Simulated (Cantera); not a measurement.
Charge: 1 mol C2H5OH, 1.5 mol O2, at 0.133 bar.

Cantera equilibrium calculation (NASA polynomials, part measured and part estimated; ideal gas, pure solids and liquids). Candidate condensed phases: C, C6H6, C7H8, C8H18, H2O; 110 gas species. The numbers say what is thermodynamically allowed, not how fast it happens.

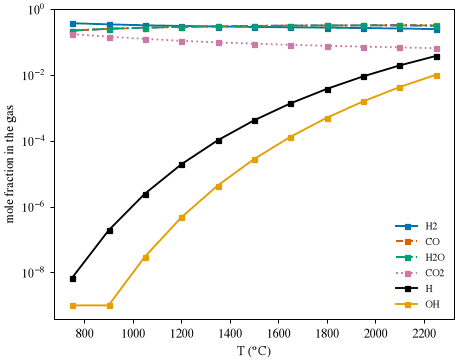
Fig. 1. Equilibrium gas composition (values under 1e-9 drawn at 1e-9)

From 750 °C to 2250 °C nothing is condensed. The main C-bearing gas is CO throughout.
